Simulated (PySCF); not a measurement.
**AlH2BrF− (SMILES [F][AlH2-][Br]): levels of theory compared**

Wanted: a comparison of 5 runs (HF/pc-0, HF/pc-1, HF/aug-pc-1, HF/pc-2, HF/aug-pc-2) of AlH2BrF−. Input form: a Python script.

Program for the calculation: PySCF 2.14.0.

### 1 The system as given

AlH2BrF− has 5 atoms, charge -1, and is taken as a singlet. SMILES: `[F][AlH2-][Br]`. The shape comes from GFN2-xTB, which is rough for such elements, and wasn't checked as a minimum.

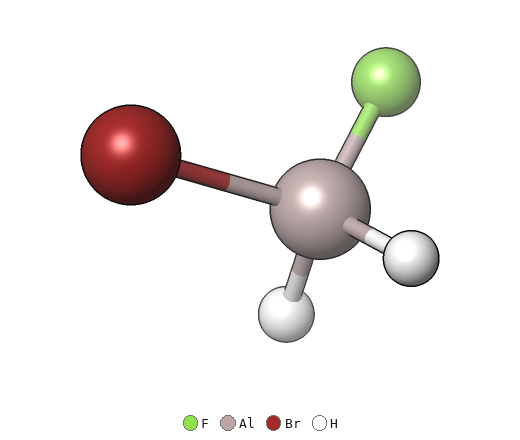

The structure, seen from a chosen angle (fluorine green, aluminium light grey, bromine red, hydrogen white).

### 2 The charge distribution at HF/pc-0 (run 1)

input.py

```python
# [F][AlH2-][Br]
import numpy
from pyscf import gto, scf, lo

molecule = gto.Mole()
molecule.atom = '''
F     -2.293050     0.577368     2.282714
Al    -0.242168     0.155921    -0.124741
Br     3.316809    -2.017509     1.205475
H     -1.504978    -1.524763    -2.251306
H      0.723387     2.809002    -1.112161
'''
molecule.spin = 0
molecule.basis = 'pc-0'
molecule.unit = 'bohr'
molecule.verbose = 4
molecule.charge = -1
molecule.max_memory = 1860
molecule.build()

mf = scf.RHF(molecule)
mf.conv_tol = 1e-10
mf.kernel()
if not mf.converged:
    mf = mf.newton().run(mf.mo_coeff, mf.mo_occ)

etot = mf.e_tot
print('E = %.10f Eh' % etot)
dip = mf.dip_moment()
pop, q = mf.mulliken_pop()
quad = mf.quad_moment()
occ = mf.mo_coeff[:, mf.mo_occ > 0]
iaos = lo.vec_lowdin(lo.iao.iao(molecule, occ), mf.get_ovlp())
c = iaos.T @ mf.get_ovlp() @ occ
pop_iao, q_iao = scf.hf.mulliken_pop(lo.iao.reference_mol(molecule), (c * mf.mo_occ[mf.mo_occ > 0]) @ c.T, numpy.eye(c.shape[0]), verbose=0)
print('IAO charges', numpy.round(q_iao, 4))
```

Started as:

```
$ OMP_NUM_THREADS=1 python input.py
```

The program printed:

```text
PySCF version 2.14.0

[... 57 lines left out ...]
converged SCF energy = -2912.70476164046
[... 2 lines left out ...]
WARN: System has nonzero charge -1; the dipole moment is origin-dependent.
[... 2 lines left out ...]
Dipole moment(X, Y, Z, Debye):  0.18449,  0.12160, -0.84570
[... 57 lines left out ...]
IAO charges [-0.6425  0.6869 -0.3738 -0.3352 -0.3353]
```

It took 5.2 s on 1 thread of Intel Xeon at 2.50GHz (Skylake/Cascade Lake), shared host; peak memory 0.12 GiB.

Atomic charges (e):

| atom | Mulliken | IAO |
| --- | --- | --- |
| F1 | -0.582 | -0.642 |
| Al2 | +0.827 | +0.687 |
| Br3 | -0.268 | -0.374 |
| H4 | -0.488 | -0.335 |
| H5 | -0.489 | -0.335 |

### 3 Energy and one-electron properties at HF/pc-1 (run 2)

run.py

```python
import numpy
from pyscf import gto, scf, lo

molecule = gto.M(
    atom='''
F       -1.213430       0.305530       1.207960
Al      -0.128150       0.082510      -0.066010
Br       1.755180      -1.067620       0.637910
H       -0.796400      -0.806870      -1.191340
H        0.382800       1.486460      -0.588530
''',
    charge=-1,
    max_memory=1860,
    verbose=4,
    basis='pc-1',
)

calc0 = molecule.RHF()
calc0.conv_tol = 1e-10
calc0.kernel()
if not calc0.converged:
    calc0 = calc0.newton().run(calc0.mo_coeff, calc0.mo_occ)

e_final = calc0.e_tot
print('Final energy', e_final)
calc0.analyze()
quad = calc0.quad_moment()
occ = calc0.mo_coeff[:, calc0.mo_occ > 0]
iaos = lo.vec_lowdin(lo.iao.iao(molecule, occ), calc0.get_ovlp())
c = iaos.T @ calc0.get_ovlp() @ occ
pop_iao, q_iao = scf.hf.mulliken_pop(lo.iao.reference_mol(molecule), (c * calc0.mo_occ[calc0.mo_occ > 0]) @ c.T, numpy.eye(c.shape[0]), verbose=0)
print('IAO charges', numpy.round(q_iao, 4))
```

Started as:

```
$ OMP_NUM_THREADS=1 python run.py
```

The program printed:

```text
PySCF version 2.14.0

[... 66 lines left out ...]
Two-electron Coulomb Energy =         1492.263871441092761
[... 15 lines left out ...]
MO #13  energy= -3.00330121205282  occ= 2
[... 13 lines left out ...]
MO #27  energy= -0.254952830145378 occ= 2
[... 13 lines left out ...]
MO #41  energy= 0.841815100265473  occ= 0
[... 13 lines left out ...]
MO #55  energy= 1.64567888662898   occ= 0
[... 13 lines left out ...]
MO #69  energy= 3.66446861827257   occ= 0
[... 78 lines left out ...]
WARN: System has nonzero charge -1; the dipole moment is origin-dependent.
Location of origin: [0. 0. 0.]

Dipole moment(X, Y, Z, Debye): -1.15794,  0.95788, -1.40448
Traceless quadrupole moment (Debye*A):

IAO charges [-0.6753  0.8647 -0.5048 -0.3423 -0.3423]
```

Wall time 6.4 s (1 thread of Intel Xeon at 2.50GHz (Skylake/Cascade Lake), shared host); peak memory 0.14 GiB.

Atomic charges (e):

```csv
atom,Mulliken,IAO
F1,-0.679,-0.675
Al2,+1.288,+0.865
Br3,-0.656,-0.505
H4,-0.476,-0.342
H5,-0.476,-0.342
```

### 4 The charge distribution at HF/aug-pc-1 (run 3)

job.py

```python
import numpy
from pyscf import gto, scf, lo

mol = gto.Mole()
mol.atom = '''
F     -2.293050     0.577368     2.282714
Al    -0.242168     0.155921    -0.124741
Br     3.316809    -2.017509     1.205475
H     -1.504978    -1.524763    -2.251306
H      0.723387     2.809002    -1.112161
'''
mol.basis = 'aug-pc-1'
mol.verbose = 3
mol.spin = 0
mol.unit = 'bohr'
mol.charge = -1
mol.max_memory = 1860
mol.build()

myscf = mol.RHF()
myscf.conv_tol = 1e-10
myscf.kernel()
if not myscf.converged:
    myscf = myscf.newton().run(myscf.mo_coeff, myscf.mo_occ)

energy = myscf.e_tot
print(f'total energy: {energy:.8f} hartree')
myscf.analyze()
quad = myscf.quad_moment()
occ = myscf.mo_coeff[:, myscf.mo_occ > 0]
iaos = lo.vec_lowdin(lo.iao.iao(mol, occ), myscf.get_ovlp())
c = iaos.T @ myscf.get_ovlp() @ occ
pop_iao, q_iao = scf.hf.mulliken_pop(lo.iao.reference_mol(mol), (c * myscf.mo_occ[myscf.mo_occ > 0]) @ c.T, numpy.eye(c.shape[0]), verbose=0)
print('IAO charges', numpy.round(q_iao, 4))
```

Started as:

```
$ OMP_NUM_THREADS=1 python job.py
```

The program printed:

```text
converged SCF energy = -2914.9888598559
[... 15 lines left out ...]
MO #14  energy= -3.00661740417709  occ= 2
[... 17 lines left out ...]
MO #32  energy= 0.125442602923691  occ= 0
[... 17 lines left out ...]
MO #50  energy= 0.420815100632089  occ= 0
[... 17 lines left out ...]
MO #68  energy= 0.82234953328951   occ= 0
[... 17 lines left out ...]
MO #86  energy= 1.46127477826539   occ= 0
[... 17 lines left out ...]
MO #104 energy= 3.68286967867658   occ= 0
[... 7 lines left out ...]
WARN: System has nonzero charge -1; the dipole moment is origin-dependent.
Location of origin: [0. 0. 0.]

Dipole moment(X, Y, Z, Debye): -1.32768,  1.03357, -1.35781
Traceless quadrupole moment (Debye*A):

IAO charges [-0.6785  0.8676 -0.5103 -0.3394 -0.3394]
```

Run time: 13 s. Hardware: 1 thread of Intel Xeon at 2.50GHz (Skylake/Cascade Lake), shared host; peak memory 0.24 GiB.

Atomic charges (e):

| atom | Mulliken | IAO |
| --- | --- | --- |
| F1 | -0.815 | -0.678 |
| Al2 | +1.992 | +0.868 |
| Br3 | -0.913 | -0.510 |
| H4 | -0.632 | -0.339 |
| H5 | -0.632 | -0.339 |

Run 4 isn't shown in full; the table further down has it.

### 5 Energy and one-electron properties at HF/aug-pc-2 (run 5)

mol.xyz

```xyz
5
AlBrFH2
F     -1.213430     0.305530     1.207960
Al    -0.128150     0.082510    -0.066010
Br     1.755180    -1.067620     0.637910
H     -0.796400    -0.806870    -1.191340
H      0.382800     1.486460    -0.588530
```

calc.py

```python
import numpy
from pyscf import gto, scf, lo

mol = gto.Mole()
mol.atom = 'mol.xyz'
mol.spin = 0
mol.max_memory = 1860
mol.charge = -1
mol.verbose = 3
mol.basis = 'aug-pc-2'
mol.build()

mf = mol.RHF()
mf.conv_tol = 1e-10
mf.kernel()
if not mf.converged:
    mf = mf.newton().run(mf.mo_coeff, mf.mo_occ)

e_final = mf.e_tot
print('E = %.10f Eh' % e_final)
mf.analyze()
quad = mf.quad_moment()
occ = mf.mo_coeff[:, mf.mo_occ > 0]
iaos = lo.vec_lowdin(lo.iao.iao(mol, occ), mf.get_ovlp())
c = iaos.T @ mf.get_ovlp() @ occ
pop_iao, q_iao = scf.hf.mulliken_pop(lo.iao.reference_mol(mol), (c * mf.mo_occ[mf.mo_occ > 0]) @ c.T, numpy.eye(c.shape[0]), verbose=0)
print('IAO charges', numpy.round(q_iao, 4))
```

Started as:

```
$ OMP_NUM_THREADS=1 python calc.py
```

The program printed:

```text
converged SCF energy = -2915.21180856734
[... 32 lines left out ...]
MO #31  energy= 0.104810844605878  occ= 0
[... 33 lines left out ...]
MO #65  energy= 0.457717689770456  occ= 0
[... 33 lines left out ...]
MO #99  energy= 0.888514092898236  occ= 0
[... 33 lines left out ...]
MO #133 energy= 1.96332461827289   occ= 0
[... 33 lines left out ...]
MO #167 energy= 3.86613137296158   occ= 0
[... 33 lines left out ...]
MO #201 energy= 16.7584218577742   occ= 0
[... 7 lines left out ...]
WARN: System has nonzero charge -1; the dipole moment is origin-dependent.
Location of origin: [0. 0. 0.]

Dipole moment(X, Y, Z, Debye): -1.32484,  1.02929, -1.34714
Traceless quadrupole moment (Debye*A):

IAO charges [-0.6827  0.8851 -0.5114 -0.3455 -0.3456]
```

Wall time 78 s (1 thread of Intel Xeon at 2.50GHz (Skylake/Cascade Lake), shared host); peak memory 1.8 GiB.

Atomic charges (e):

```
atom  Mulliken     IAO
  F1    -0.721  -0.683
 Al2    +1.177  +0.885
 Br3    -0.729  -0.511
  H4    -0.364  -0.345
  H5    -0.364  -0.346
```

### 6 All runs side by side

```csv
run,level,energy (Eh),HOMO energy (eV),LUMO energy (eV),HOMO–LUMO gap (eV),wall time
1,HF/pc-0,-2912.704762,-4.16,10.31,14.47,5.2 s
2,HF/pc-1,-2914.977681,-5.58,8.44,14.02,6.4 s
3,HF/aug-pc-1,-2914.988860,-5.69,3.27,8.96,13 s
4,HF/pc-2,-2915.209845,-5.67,6.89,12.56,28 s
5,HF/aug-pc-2,-2915.211809,-5.69,2.85,8.54,78 s
```

Convergence of the total energy of singlet AlH2BrF− with the basis set, against the last point:

```
basis set  from the last (mEh)  wall time
     pc-0            +2507.047      5.2 s
     pc-1             +234.128      6.4 s
 aug-pc-1             +222.949       13 s
     pc-2               +1.964       28 s
 aug-pc-2               +0.000       78 s
```

Convergence of the HOMO energy of singlet AlH2BrF− with the basis set, against the last point:

```csv
basis set,from the last (eV),wall time
pc-0,+1.5259,5.2 s
pc-1,+0.1082,6.4 s
aug-pc-1,-0.0021,13 s
pc-2,+0.0175,28 s
aug-pc-2,+0.0000,78 s
```

### 7 Summary of results

| quantity | value |
| --- | --- |
| run 5: total energy | -2915.21181 Eh |
| run 5: HOMO energy | -5.69 eV |
| run 5: LUMO energy | 2.85 eV |
| run 5: HOMO–LUMO gap (to an unbound level, set by the basis) | 8.54 eV |

In words: For the total energy of singlet AlH2BrF− to stay within 10 mEh of the last point, pc-2 is the first point of the series from which all later ones do (28 s against 78 s). For the total energy of singlet AlH2BrF− to stay within 2 mEh of the last point, pc-2 is the first point of the series from which all later ones do (28 s against 78 s). For the HOMO energy of singlet AlH2BrF− to stay within 0.1 eV of the last point, aug-pc-1 is the first point of the series from which all later ones do (13 s against 78 s). For the HOMO energy of singlet AlH2BrF− to stay within 0.02 eV of the last point, aug-pc-1 is the first point of the series from which all later ones do (13 s against 78 s). The HOMO–LUMO gap runs from 8.54 eV (HF/aug-pc-2) to 14.47 eV (HF/pc-0). The empty levels of an anion lie above zero and hang on the basis. All runs together took 2.2 min, the longest 78 s.
